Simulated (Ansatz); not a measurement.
The figure comes from a scan of CdSe (wurtzite): volume and axial ratio are varied about the relaxed values (subscript 0). All values below come from r2SCAN (plane waves to 500 eV, PAW, scalar-relativistic; Ansatz, a program for electronic structure). k mesh 9×9×5 (Γ-centred), Fermi-Dirac smearing 0.05 eV. E stands for the smeared free energy. As the atoms are clamped, bonds stretch with the cell, which overstates energies and stresses. CdSe was relaxed with its symmetry unable to fall. The PAW data are Ansatz's earlier set. The zero of ΔE is the relaxed starting cell.

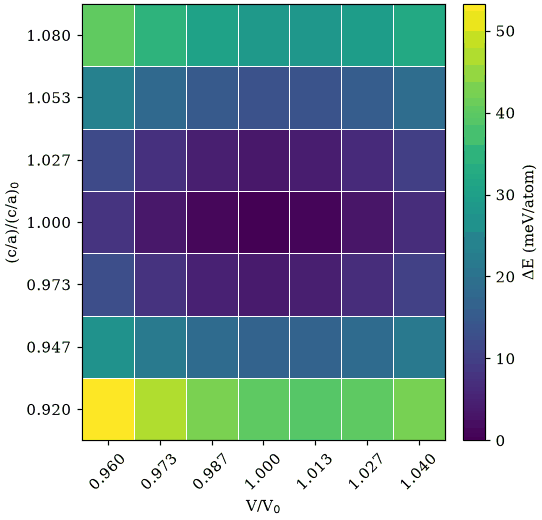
Figure: ΔE (meV/atom), one tile a computed point.

Task: List the plotted points as numbers.

Result: To the nearest 5:

ΔE (meV/atom), with V/V₀ across and (c/a)/(c/a)₀ down:

| (c/a)/(c/a)₀ \ V/V₀ | 0.960 | 0.973 | 0.987 | 1.000 | 1.013 | 1.027 | 1.040 |
|---|---|---|---|---|---|---|---|
| 0.920 | 55 | 45 | 45 | 40 | 40 | 40 | 40 |
| 0.947 | 25 | 20 | 20 | 15 | 15 | 20 | 20 |
| 0.973 | 15 | 10 | 5 | 5 | 5 | 5 | 10 |
| 1.000 | 10 | 5 | 0 | 0 | 0 | 5 | 5 |
| 1.027 | 10 | 5 | 5 | 5 | 5 | 5 | 10 |
| 1.053 | 25 | 20 | 15 | 15 | 15 | 15 | 20 |
| 1.080 | 40 | 35 | 30 | 30 | 30 | 30 | 30 |

(A scan under strain: stresses follow from slopes of the energy per volume, elastic moduli from its curvatures.)
